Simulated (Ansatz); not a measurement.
Base system: GaN in the zinc blende structure (space group F-43m, No. 216; a = 4.498 Å).

One thing is altered: cell and atoms relaxed at a pressure of 0.7 GPa.

Level of theory: r2SCAN (Ansatz, a program for electronic structure, PAW, no spin-orbit coupling).

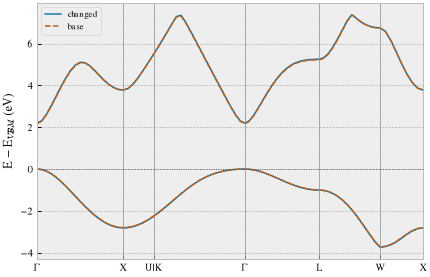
Figure: Highest valence and lowest conduction band along the path, each from its own valence-band maximum

The gap is 2.19 eV, direct at Γ; the base has 2.17 eV.

Load acts through the strain it causes; cell and atoms are relaxed under it. Stability against distortions was not tested. This is not the structure that GaN has at room temperature and ambient pressure.
